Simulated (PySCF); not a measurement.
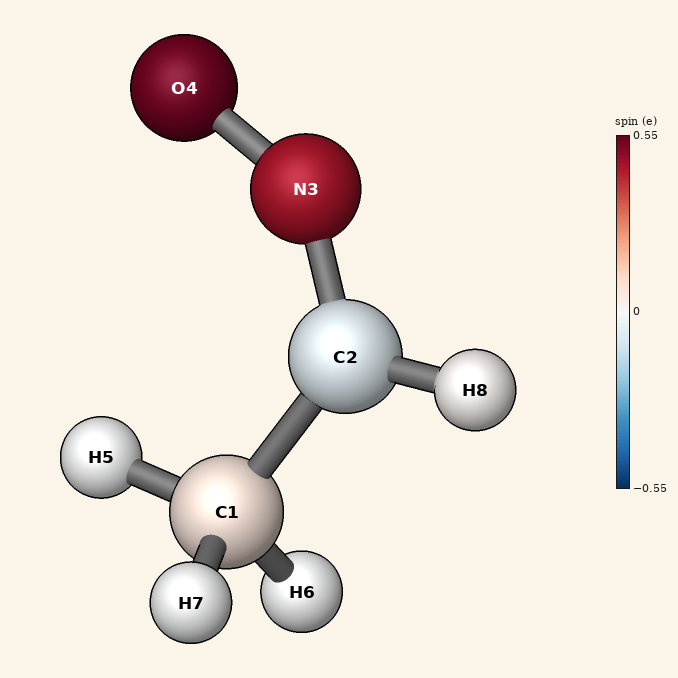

Atoms are coloured by their Mulliken spin populations. Charge 0, doublet. The geometry was computed by an optimisation with GFN2-xTB. No frequency run is at hand to confirm it as a minimum. Properties computed with UKS B3LYP, pcH-1 on C H N O, non-relativistic (PySCF 2.14.0).

Which atom carries the largest spin population?

Answer. O4 (0.53 e).

Which atom has the lowest spin population?

Answer. C2 (−0.06 e); a negative value comes from spin polarisation.

Give the Mulliken spin populations atom by atom.

| atom | value (e) |
| --- | --- |
| C1 | 0.06 |
| C2 | −0.06 |
| N3 | 0.45 |
| O4 | 0.53 |
| H5 | 0.00 |
| H6 | 0.00 |
| H7 | 0.00 |
| H8 | 0.02 |

Mulliken values depend strongly on the basis set.
